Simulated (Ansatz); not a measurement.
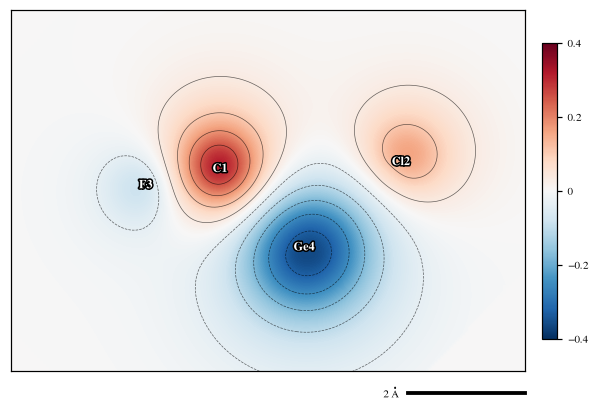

Figure 1: CClFGe (SMILES F[C]#[Ge][Cl]) (triplet). One frontier orbital on a plane 0.8 Å above the molecular plane (values in Å⁻³ᐟ²; the overall sign is arbitrary).

Geometry: PBE0-D3(BJ)/def2-SVP.

Level of theory: Ansatz 0.2.0, isolated molecule in a Gaussian basis; Kohn-Sham density functional theory, functional PBE0.

Input

```
crystal:
  periodic: [false, false, false]
  atoms:
    - symbol: C
      position_ang: [1.410512, -1.275768, 1.198111]
    - symbol: Cl
      position_ang: [2.259720, 0.911271, -0.815571]
    - symbol: F
      position_ang: [0.978395, -2.014077, 2.168552]
    - symbol: Ge
      position_ang: [1.297892, 0.693228, 1.140908]
basis:
  gaussian:
    orbitals: def2-TZVPD
magnetization:
  spin_polarized: true
  initial_magnetization: 2
output: {forces: true, orbitals: {seedname: orbitals}}
hamiltonian:
  xc: {name: PBE0}
```

Launched as:

```sh
ansatz run input.yaml --threads 1 --pin off --max-ram 2610MiB --events-out events.jsonl --progress --plain --runs-dir runs
```

> Which orbital is it: HOMO (α) or LUMO (α)?

The LUMO (α), at −2.41 eV. By Hirshfeld shares it lies mainly on Ge4 (about 65 %), C1 (about 25 %) and Cl2 (about 5 %); it changes sign across the molecular plane (π type); π-antibonding (a node) across C1–Ge4.
